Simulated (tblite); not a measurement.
## Run report: C5H11NOSi2, geometry relaxation (part 3 of 3)

Continued. System: C5H11NOSi2. Method: GFN2-xTB geometry optimisation, gas phase (tblite 0.8.0). It belongs to a series of runs on one base structure; here: SiH2 inserted into a C-C bond.

Geometry of the input (Å):
```
N  -1.0217  -2.1925  2.5195
C  -0.9733  -1.8759  1.3990
C  -0.8947  -1.4679  -0.0065
C  0.4425  -1.7056  -0.5695
O  0.9897  -0.7175  -1.3440
Si 1.8639  0.4582  -0.5014
C  0.6985  1.9166  -0.3070
C  -0.4743  1.5702  0.5639
Si -1.5648  0.2344  -0.1325
H  -1.6183  -2.1386  -0.5317
H  0.3902  -2.6237  -1.2253
H  1.1253  -2.0204  0.2680
H  2.3853  0.0050  0.7958
H  3.0240  0.9290  -1.3031
H  0.4245  2.3057  -1.3015
H  1.2823  2.7164  0.2207
H  -0.1098  1.3071  1.5804
H  -1.1116  2.4902  0.6018
H  -2.0877  0.5683  -1.4729
H  -2.7751  0.2517  0.7433
```

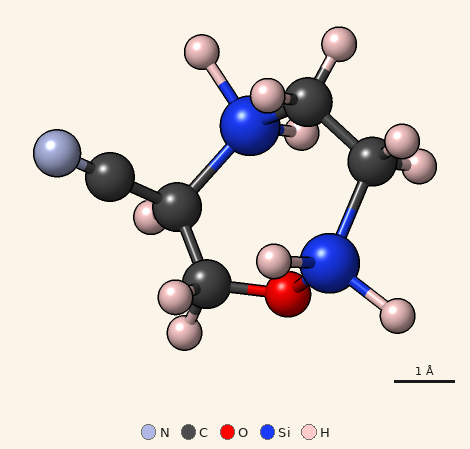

Fig. 1: The input geometry (ball-and-stick view, seen at an oblique angle).

**Key numbers**

| quantity | value |
| --- | --- |
| outcome | converged |
| total energy | −728.4343 eV |
| hardware | 1 CPU thread, shared host |
| wall time | 6.3 s |
| peak memory | 0.18 GiB |
